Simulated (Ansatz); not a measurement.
Consider ZnO in the wurtzite structure (space group P6_3mc, No. 186; a = 3.280 Å, c = 5.294 Å). Axes: x lies along a and z along c of the hexagonal cell.

One thing is altered: tensile biaxial strain of 2.49 % in the plane normal to [001], as in epitaxy on a mismatched substrate; the out-of-plane cell vector and the atoms relax.

Method: DFT with PBE, PAW potentials and a 420 eV plane-wave cutoff in Ansatz (a first-principles code), no spin-orbit coupling, earlier PAW set.

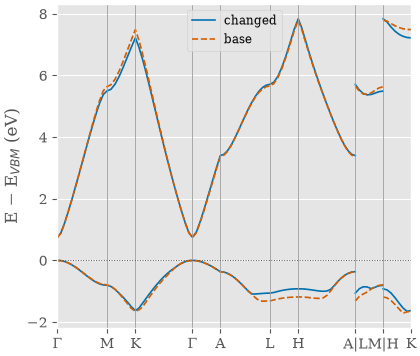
Fig. 1. Highest valence and lowest conduction band along the path, each from its own valence-band maximum

Read the changed gap and its character from the plot.

About 0.8 eV, direct at Γ.

Stability against distortions was not tested.
